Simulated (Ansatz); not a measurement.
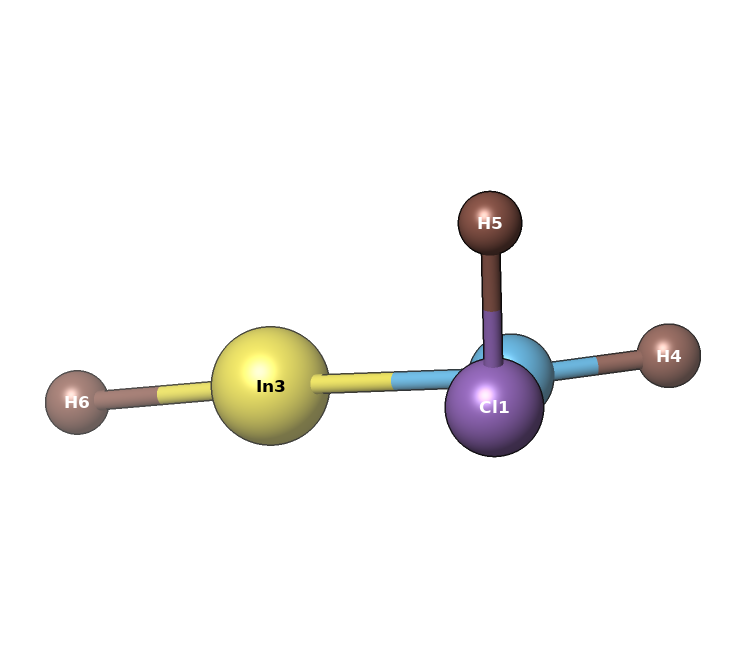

C2 lies behind Cl1. The molecule seen nearly along the Cl1–C2 bond, Cl1 in front. Depth is shown by fading: the farther an atom, the more it takes the colour of the background. The species has charge +1 and is a spin singlet. The computed structure is the end point of a PBE0-D4/def2-TZVP optimisation. No frequency run is at hand to confirm it as a minimum.

**What is the torsion angle H5–Cl1–C2–In3? The sign is positive where the front bond must turn clockwise to cover the back bond.**

−97°, about perpendicular.
